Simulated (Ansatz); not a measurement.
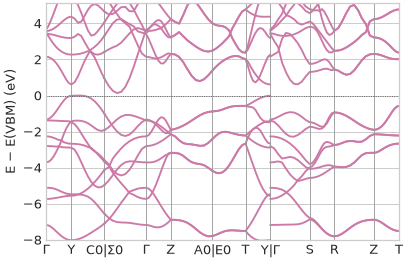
Figure. Band structure from the program Ansatz at the LDA level (PAW)

Read off the gap and where the band edges lie.

About 0.1 eV (0.13 eV by a search for the band edges); maximum on the Y–C0 line, 24 % of the way from Y, minimum on the Σ0–Γ line, 32 % of the way from Σ0.

Which compound is it?
A) Ta3N5, Cmcm (Pearson symbol oS32)
B) Cl, molecular I2 type
C) WO3, Cmcm (W on 4c, O on 4b, O on 8g)
D) SnS, Cmcm (Sn on 4c, S on 4c)

D, SnS, Cmcm (Sn on 4c, S on 4c)

The first step of the workflow began from a Materials Project structure, measured or hypothetical; the Crystallography Open Database files this formula in space group No. 63, but the cells were not matched. It is not the phase usual at ambient conditions (space group No. 62). The cell was relaxed with LDA under the symmetry of its start; its stability against distortions is not shown here. A crystal of weakly bound layers computed without a dispersion correction: the cell and the soft elastic constants depend strongly on that. Spin–orbit coupling is left out wherever it is not named.

Potentials: the later of the program's two PAW sets.
